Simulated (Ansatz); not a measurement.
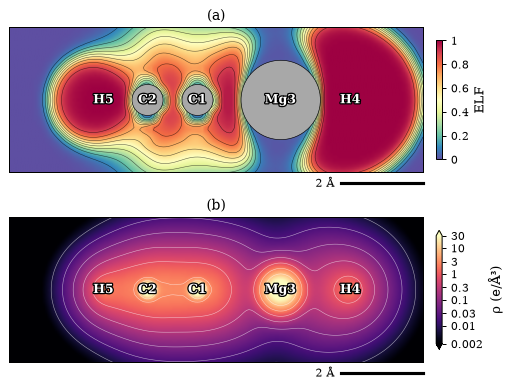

The picture shows: C$_{2}$H$_{2}$Mg (SMILES C#[C][MgH]). (a) electron localisation function; (b) electron density on a plane that holds the molecular axis. Grey discs cover the atomic cores in the ELF map.

Geometry: PBE0-D4/def2-TZVP.

Level of theory: Ansatz, isolated molecule in a Gaussian basis; Kohn-Sham density functional theory, functional PBE0.

```yaml
atoms:
  - { symbol: C, position_ang: [0.0000, 0.0000, -0.4479] }
  - { symbol: C, position_ang: [0.0000, 0.0000, -1.6627] }
  - { symbol: Mg, position_ang: [0.0000, 0.0000, 1.5735] }
  - { symbol: H, position_ang: [0.0000, 0.0000, 3.2669] }
  - { symbol: H, position_ang: [0.0000, 0.0000, -2.7298] }
```

### What does the map show?

- The section cuts through C, Mg and H sites.
- C–C (1.21 Å): ρ is about 2.8 e/Å³ halfway; the ELF peaks at about 0.85 between the atoms; a multiple bond.
- C–Mg (2.02 Å): the density is about 0.52 e/Å³ at the midpoint; the ELF peaks at about 0.95 in the valence shell of C, 0.7 Å from its nucleus, and is about 0.60 at the midpoint.
- C–H (1.07 Å): the density is about 2.1 e/Å³ at the midpoint; the ELF climbs to about 1 towards the hydrogen, as it does in any bond to H (a covalent bond by its length).
- Mg–H (1.69 Å): ρ is about 0.38 e/Å³ halfway; the ELF climbs to about 1 towards the hydrogen.
